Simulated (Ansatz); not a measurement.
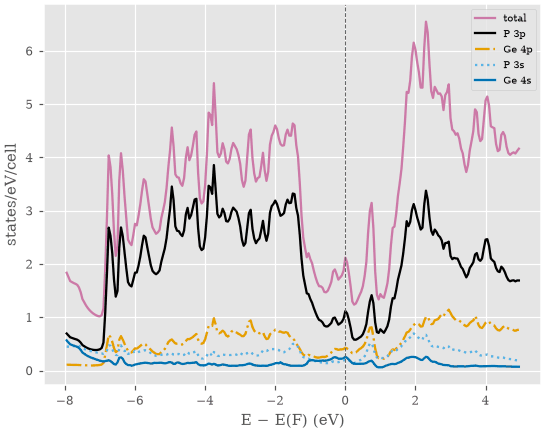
Figure: Total and projected density of states of GeP3 in space group R-3m (No. 166; Ge on 6c, P on 18h), LDA in the plane-wave PAW code Ansatz

Task: Which orbitals carry the states next to the Fermi level?

Result: Within 0.5 eV of the Fermi level: P 3p 50 %, Ge 4p 23 %, Ge 4s 12 %, P 3s 10 %. Projections are on Löwdin-orthogonalised atomic valence shells; empty p or d shells of many metals are not among them.

Task: Where is the tallest occupied peak in this window, and what makes it?

Result: Near -3.8 eV, about 5.4 states/eV per cell; the largest projected share is P 3p.

The workflow started from an entry of the Crystallography Open Database (COD). Whether it is the stable phase at ambient conditions was not checked. The cell was relaxed with LDA under the symmetry of its start; its stability against distortions is not shown here. A crystal of weakly bound layers computed without a dispersion correction: the cell and the soft elastic constants depend strongly on that. Scalar-relativistic: spin–orbit coupling is off unless named, which matters more the heavier the elements.

Potentials: the later of the program's two PAW sets.
